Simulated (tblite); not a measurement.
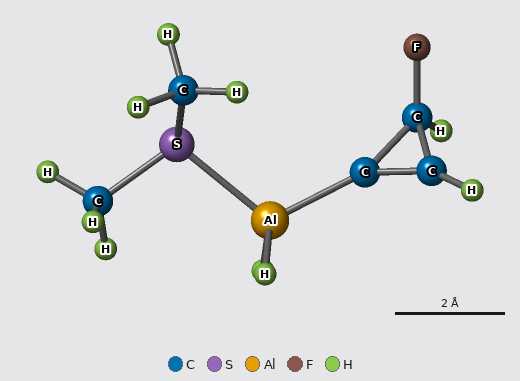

Figure 1. The starting structure (ball-and-stick view, seen at a tilt). Sticks mark near contacts.

Geometry relaxation, with input and output: C$_{5}$H$_{10}$AlFS

C$_{5}$H$_{10}$AlFS, computed with GFN2-xTB geometry optimisation, gas phase (tblite 0.8.0).

It belongs to a series of runs on one base structure; here: C-C bond made double.

**What the program printed**
```
step      E/eV     max force
  0    -672.81970    3.698
  1    -673.26606    2.576
  2    -673.56744    1.878
  3    -673.66884    1.622
  4    -673.72979    0.550
  5    -673.76747    0.409
  6    -673.78391    0.326
  7    -673.80424    0.307
  8    -673.81373    0.205
  9    -673.82170    0.196
 10    -673.82813    0.211
 11    -673.83463    0.203
 12    -673.84156    0.224
 13    -673.85068    0.300
 14    -673.86102    0.301
 15    -673.86998    0.232
 16    -673.87659    0.211
 17    -673.88248    0.208
 18    -673.88837    0.197
 19    -673.89331    0.163
 20    -673.89687    0.132
 21    -673.90007    0.149
 22    -673.90431    0.188
 23    -673.91033    0.220
 24    -673.91776    0.227
 25    -673.92564    0.211
 26    -673.93317    0.196
 27    -673.93953    0.184
 28    -673.94442    0.147
 29    -673.94804    0.119
 30    -673.95090    0.125
 31    -673.95339    0.122
 32    -673.95588    0.117
 33    -673.95844    0.123
 34    -673.96078    0.142
 35    -673.96268    0.115
 36    -673.96418    0.106
 37    -673.96561    0.138
 38    -673.96759    0.148
 39    -673.97044    0.146
 40    -673.97369    0.120
 41    -673.97634    0.117
 42    -673.97823    0.091
 43    -673.97999    0.127
 44    -673.98226    0.136
 45    -673.98480    0.100
 46    -673.98687    0.097
 47    -673.98862    0.104
 48    -673.99086    0.161
 49    -673.99488    0.197
 50    -674.00057    0.240
 51    -674.00617    0.219
 52    -674.01005    0.114
 53    -674.01226    0.090
 54    -674.01406    0.094
 55    -674.01653    0.168
 56    -674.01975    0.206
 57    -674.02345    0.186
 58    -674.02659    0.161
 59    -674.03058    0.170
 60    -674.03419    0.134
 61    -674.03955    0.145
 62    -674.04332    0.155
 63    -674.04771    0.180
 64    -674.05106    0.145
 65    -674.05417    0.125
 66    -674.05706    0.123
 67    -674.06005    0.170
 68    -674.06338    0.195
 69    -674.06598    0.127
 70    -674.06875    0.090
 71    -674.06998    0.102
 72    -674.07177    0.084
 73    -674.07310    0.096
 74    -674.07461    0.091
 75    -674.07649    0.103
 76    -674.07884    0.100
 77    -674.08069    0.097
 78    -674.08172    0.075
 79    -674.08245    0.058
 80    -674.08335    0.089
 81    -674.08465    0.129
 82    -674.08641    0.111
 83    -674.08905    0.092
 84    -674.09010    0.082
 85    -674.09237    0.101
 86    -674.09417    0.101
 87    -674.09588    0.083
 88    -674.09718    0.088
 89    -674.09825    0.085
 90    -674.09923    0.081
 91    -674.10017    0.067
 92    -674.10149    0.071
 93    -674.10258    0.065
 94    -674.10377    0.059
 95    -674.10446    0.055
 96    -674.10488    0.055
 97    -674.10529    0.055
 98    -674.10589    0.078
 99    -674.10680    0.115
100    -674.10795    0.110
101    -674.10916    0.079
102    -674.11036    0.099
103    -674.11184    0.149
104    -674.11370    0.164
105    -674.11704    0.140
106    -674.12133    0.102
107    -674.12300    0.127
108    -674.12427    0.175
109    -674.12679    0.148
110    -674.12944    0.145
111    -674.13216    0.107
112    -674.13304    0.090
113    -674.13362    0.069
114    -674.13411    0.062
115    -674.13460    0.049
116    -674.13499    0.036
117    -674.13522    0.037
118    -674.13546    0.032
119    -674.13569    0.025
120    -674.13589    0.029
121    -674.13605    0.032
122    -674.13617    0.036
123    -674.13630    0.035
124    -674.13646    0.028
125    -674.13666    0.024
126    -674.13684    0.022
127    -674.13696    0.021
128    -674.13702    0.015
129    -674.13707    0.013
130    -674.13710    0.013
131    -674.13712    0.013
132    -674.13714    0.011
133    -674.13717    0.012
134    -674.13723    0.019
135    -674.13728    0.023
136    -674.13735    0.023
137    -674.13741    0.015
138    -674.13746    0.017
139    -674.13750    0.017
140    -674.13753    0.014
141    -674.13757    0.017
142    -674.13761    0.019
143    -674.13766    0.022
144    -674.13772    0.019
145    -674.13778    0.016
146    -674.13781    0.011
147    -674.13783    0.012
148    -674.13785    0.011
149    -674.13786    0.006
```

**Trajectory as extended XYZ (Å, eV, eV/Å), 6 of the 150 frames kept, from step=0 to step=149**
```
18
Properties=species:S:1:pos:R:3:forces:R:3 step=0 energy=-672.81970
C    -2.6882   -1.1163   -0.6939   -0.8270  -0.8560   0.8790
S    -1.3374    0.0620   -0.6845   -0.1400   0.5000  -1.7500
C    -1.6706    1.3456    0.5023   -2.1100   0.8830   0.6620
Al    0.4518   -1.1045   -0.0828    2.2500  -2.5820   1.3950
C     2.0934   -0.0355    0.0526   -0.0640   0.9500   0.8560
C     3.1365    0.2564    0.8431   -0.2670  -0.3500  -0.6430
C     3.0930    0.9525   -0.4853    1.1900  -1.6360   1.1980
F     2.8782    2.3021   -0.3447   -0.0530   0.3320  -0.8590
H    -2.3170   -2.0883   -1.0813   -0.1040   0.7040   0.0640
H    -3.5558   -0.7614   -1.2646    0.4650  -0.0360  -0.0140
H    -3.0142   -1.2884    0.3481    0.1220   0.0010  -0.3970
H    -0.8398    1.5353    1.1923   -0.2800  -0.1930  -0.2990
H    -2.6351    1.0833    1.0512    1.3570   0.2590  -0.3660
H    -1.9267    2.2425   -0.1092    0.4360  -0.3940   0.6180
H     0.7247   -2.2821   -1.1173   -0.6010   0.4820  -0.2580
H     0.1027   -1.8113    1.3481   -0.3880   0.5960  -0.4250
H     3.7028    0.1465    1.7699   -0.5510   0.0660  -0.8610
H     3.7930    0.5679   -1.2556   -0.4360   1.2760   0.1990
18
Properties=species:S:1:pos:R:3:forces:R:3 step=30 energy=-673.95090
C    -2.5296   -1.0868   -0.6751   -0.0150  -0.0750   0.0110
S    -1.2740    0.1925   -0.9685    0.0040  -0.0120   0.0460
C    -1.6150    1.2933    0.4422   -0.0060   0.0790   0.0710
Al    0.4696   -1.2693    0.0142   -0.0160  -0.0230   0.0070
C     2.0736   -0.1204    0.1929   -0.0240   0.0980   0.0020
C     3.1420    0.2546    0.8879   -0.0210   0.0170  -0.0120
C     3.0264    0.8977   -0.4093   -0.0600  -0.0560  -0.0700
F     2.6204    2.2276   -0.4547   -0.0600   0.0430  -0.0160
H    -2.1732   -2.0118   -1.1241    0.0410  -0.0020  -0.0510
H    -3.4738   -0.7959   -1.1264    0.0420   0.0620  -0.0080
H    -2.6404   -1.2338    0.3955   -0.0180  -0.0550  -0.0050
H    -0.7428    1.3386    1.0914    0.0370  -0.0510  -0.0080
H    -2.4708    0.9132    0.9899    0.0410   0.0030   0.0030
H    -1.8413    2.2853    0.0644    0.0540   0.0050  -0.0610
H     0.3824   -2.2900   -1.1724   -0.0230   0.0160   0.0660
H    -0.3435   -1.5434    1.3255   -0.0220  -0.0080  -0.0200
H     3.7201    0.2506    1.7775    0.0080  -0.0670   0.1050
H     3.6611    0.7042   -1.2627    0.0390   0.0250  -0.0600
18
Properties=species:S:1:pos:R:3:forces:R:3 step=60 energy=-674.03419
C    -2.4477   -1.0515   -0.8087   -0.0230  -0.0310   0.0460
S    -1.1283    0.1718   -1.0271    0.1060  -0.0510   0.0510
C    -1.3300    1.2168    0.4491    0.0080  -0.0190   0.0130
Al    0.3802   -1.3481    0.1927    0.0300  -0.0440  -0.0970
C     1.9295   -0.1123    0.2315    0.0040   0.0280  -0.0030
C     2.9962    0.3586    0.8674   -0.0130   0.0210  -0.0460
C     2.7567    0.9716   -0.4336    0.0240  -0.0220  -0.0020
F     2.2438    2.2678   -0.4891   -0.0640  -0.0810   0.0850
H    -2.2495   -1.8654   -1.5018   -0.0110   0.0550  -0.0500
H    -3.4090   -0.5985   -1.0276   -0.0200   0.0270   0.0070
H    -2.4156   -1.4400    0.2073   -0.0250  -0.0370   0.0460
H    -0.5062    1.0397    1.1456    0.0190  -0.0240  -0.0560
H    -2.2693    0.9703    0.9323   -0.0350   0.0970  -0.0610
H    -1.3128    2.2530    0.1211   -0.0410  -0.0620   0.0380
H     0.2361   -2.5438   -0.8070    0.0340   0.0660   0.0120
H    -0.4324   -1.4685    1.5185   -0.0890   0.0260   0.0550
H     3.5997    0.3682    1.7440    0.0300   0.0550  -0.0600
H     3.3497    0.8166   -1.3262    0.0630  -0.0040   0.0220
18
Properties=species:S:1:pos:R:3:forces:R:3 step=89 energy=-674.09825
C    -2.4240   -1.0167   -0.8384    0.0110   0.0450  -0.0050
S    -0.9689    0.0555   -1.0110   -0.0400  -0.0090   0.0090
C    -1.1608    1.1960    0.3904   -0.0170  -0.0270   0.0270
Al    0.4288   -1.4824    0.3091   -0.0220  -0.0170   0.0060
C     1.9721   -0.2237    0.3522   -0.0010   0.0120   0.0020
C     2.9857    0.4550    0.8747    0.0300  -0.0030  -0.0410
C     2.5212    0.9771   -0.4023   -0.0140  -0.0400  -0.0170
F     1.7590    2.1489   -0.4077    0.0450  -0.0190   0.0090
H    -2.4879   -1.5992   -1.7532   -0.0030   0.0180   0.0160
H    -3.3057   -0.3913   -0.7342   -0.0050  -0.0330  -0.0080
H    -2.3121   -1.6827    0.0167    0.0170  -0.0100   0.0420
H    -0.5603    0.8527    1.2355   -0.0010  -0.0050   0.0000
H    -2.2050    1.2589    0.6789   -0.0050  -0.0150  -0.0830
H    -0.8049    2.1649    0.0544    0.0330  -0.0080   0.0160
H     0.3071   -2.6998   -0.6657    0.0290   0.0790   0.0080
H    -0.5034   -1.5372    1.5722    0.0070   0.0130  -0.0030
H     3.6903    0.6116    1.6566   -0.0490  -0.0160   0.0140
H     3.0601    0.9185   -1.3400   -0.0170   0.0360   0.0080
18
Properties=species:S:1:pos:R:3:forces:R:3 step=119 energy=-674.13569
C    -2.4669   -1.0536   -0.7570    0.0000  -0.0110   0.0060
S    -1.0387    0.0318   -1.0279   -0.0090   0.0060   0.0150
C    -1.2232    1.1865    0.3564    0.0040  -0.0090  -0.0230
Al    0.4513   -1.4465    0.2576    0.0090  -0.0060   0.0090
C     1.9643   -0.1603    0.3154    0.0180  -0.0100   0.0050
C     3.0241    0.4338    0.8495    0.0020   0.0200  -0.0040
C     2.5792    1.0279   -0.4022   -0.0060  -0.0030  -0.0090
F     1.8889    2.2427   -0.3545    0.0040  -0.0090   0.0080
H    -2.5622   -1.6716   -1.6443   -0.0060   0.0030  -0.0040
H    -3.3574   -0.4445   -0.6316    0.0200  -0.0050  -0.0120
H    -2.3031   -1.6856    0.1173    0.0050   0.0130   0.0010
H    -1.0108    0.6798    1.2995   -0.0140   0.0160  -0.0100
H    -2.2329    1.5861    0.3458    0.0180   0.0030   0.0110
H    -0.5063    1.9863    0.1927   -0.0050  -0.0190   0.0090
H     0.4152   -2.6312   -0.7510   -0.0130  -0.0010  -0.0130
H    -0.4613   -1.5811    1.5275   -0.0010   0.0070   0.0160
H     3.7267    0.5288    1.6424   -0.0180  -0.0110   0.0030
H     3.1042    0.9770   -1.3472   -0.0040   0.0170  -0.0090
18
Properties=species:S:1:pos:R:3:forces:R:3 step=149 energy=-674.13786
C    -2.4527   -1.0598   -0.7492    0.0010   0.0000  -0.0010
S    -1.0344    0.0358   -1.0257   -0.0010  -0.0030   0.0010
C    -1.2334    1.1925    0.3533   -0.0030   0.0010  -0.0020
Al    0.4555   -1.4520    0.2470   -0.0050  -0.0030   0.0000
C     1.9849   -0.1837    0.2752   -0.0030  -0.0020   0.0040
C     3.0243    0.4209    0.8374    0.0010   0.0020  -0.0010
C     2.5799    1.0362   -0.4040    0.0040   0.0030   0.0000
F     1.8643    2.2352   -0.3299   -0.0010   0.0000   0.0030
H    -2.5375   -1.6938   -1.6264    0.0010   0.0040   0.0020
H    -3.3485   -0.4561   -0.6403   -0.0010  -0.0030  -0.0030
H    -2.2874   -1.6738    0.1378    0.0000   0.0020  -0.0010
H    -1.0867    0.6755    1.3020    0.0010  -0.0010   0.0010
H    -2.2228    1.6361    0.3006   -0.0010   0.0000   0.0010
H    -0.4771    1.9613    0.2280    0.0020  -0.0010  -0.0010
H     0.3652   -2.6407   -0.7554    0.0010   0.0000   0.0010
H    -0.4308   -1.5593    1.5397    0.0030   0.0030   0.0010
H     3.7133    0.5068    1.6429    0.0020  -0.0020  -0.0010
H     3.1151    1.0251   -1.3447   -0.0010   0.0000  -0.0020
```

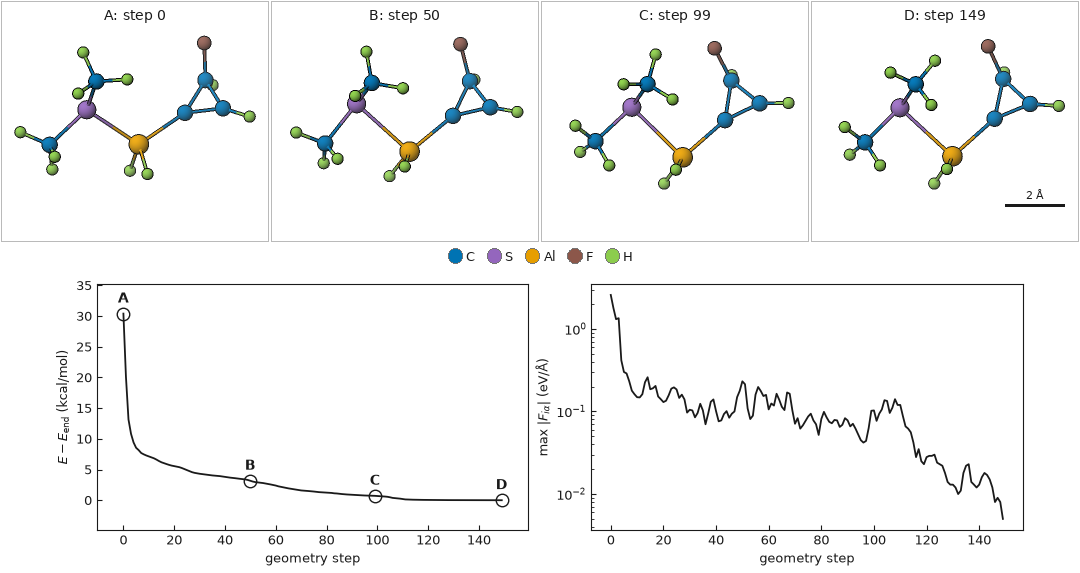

Figure 2. Frames of the relaxation (ball-and-stick view, seen at a tilt) above the curves, on which the letters mark them (steps are counted from 0).

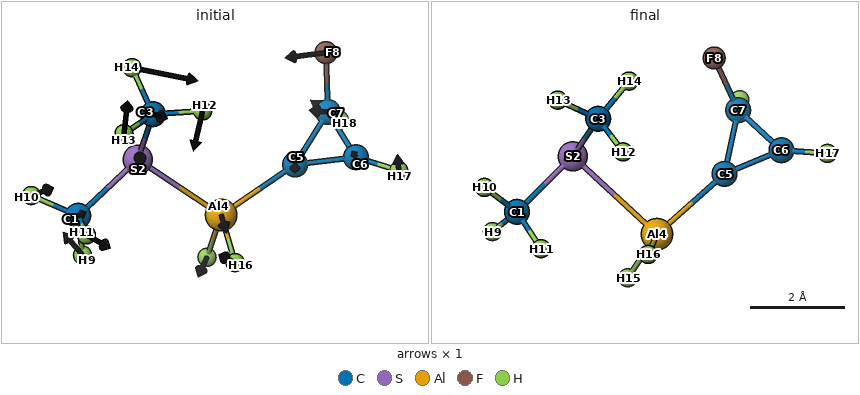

Figure 3. Before (left) and after (right) the relaxation, at one scale (ball-and-stick view, seen at a tilt). The black arrows give the displacements, at true length. H14 moves most after the best rigid fit: 1.53 Å. By element the largest moves are H 1.53 Å, F 1.01 Å, C 0.52 Å, Al 0.47 Å, S 0.44 Å. Distances before and after: S2–Al4 2.219 → 2.460 Å, Al4–H16 1.634 → 1.571 Å, C3–H13 1.140 → 1.086 Å, C6–C7 1.500 → 1.455 Å. Among the angles that change: S2–Al4–C5 114.0° → 95.0°, C3–S2–Al4 110.4° → 93.4°, S2–Al4–H15 110.6° → 95.4°. The energy falls by 30.4 kcal/mol in 149 geometry steps. Largest force component: 2.6 eV/Å at the start, 0.005 eV/Å at the end. (Atoms are counted from 1 in the order of the input.)

The run was set up as follows.

**Input file**
```
{"job": {"kind": "relax", "xc": "GFN2-xTB", "basis": "xTB"}, "charge": 0, "multiplicity": 1}
C     -2.688200    -1.116300    -0.693900
S     -1.337400     0.062000    -0.684500
C     -1.670600     1.345600     0.502300
Al     0.451800    -1.104500    -0.082800
C      2.093400    -0.035500     0.052600
C      3.136500     0.256400     0.843100
C      3.093000     0.952500    -0.485300
F      2.878200     2.302100    -0.344700
H     -2.317000    -2.088300    -1.081300
H     -3.555800    -0.761400    -1.264600
H     -3.014200    -1.288400     0.348100
H     -0.839800     1.535300     1.192300
H     -2.635100     1.083300     1.051200
H     -1.926700     2.242500    -0.109200
H      0.724700    -2.282100    -1.117300
H      0.102700    -1.811300     1.348100
H      3.702800     0.146500     1.769900
H      3.793000     0.567900    -1.255600
```

The first line tells a small driver script what to run in tblite; the rest is the geometry in Å.

Launched with:
```bash
OMP_NUM_THREADS=1 python <driver script> task.json out
```

**Summary**

| quantity | value |
| --- | --- |
| outcome | converged |
| total energy | −674.1379 eV |
| hardware | 1 CPU thread, shared host |
| wall time | 1.1 s |
| peak memory | 0.17 GiB |
